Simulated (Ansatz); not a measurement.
The parent structure is TiC in the rock salt structure (space group Fm-3m, No. 225; a = 4.2930 Å).

Structures relaxed with PBEsol (Ansatz, a program for electronic structure; PAW; 420 eV plane waves; scalar-relativistic without spin-orbit coupling), earlier PAW set.

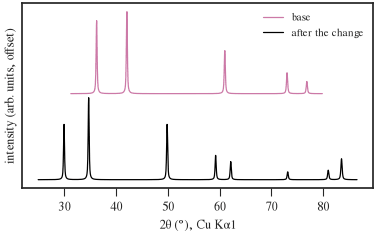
*Simulated powder patterns before (top) and after one change*

### Question
Which of these changes matches the shifts?
A. C → W
B. Ti → Hf
C. C → Pb

### Answer
A, C → W. Its volume per atom is 17.27 Å³ against 9.89 Å³, and its space group is Fm-3m (No. 225).

Stability against distortions was not tested. As relaxed here, TiW and TiPb are hypothetical phases, not in the database extracts checked. All final runs are without spin polarisation.
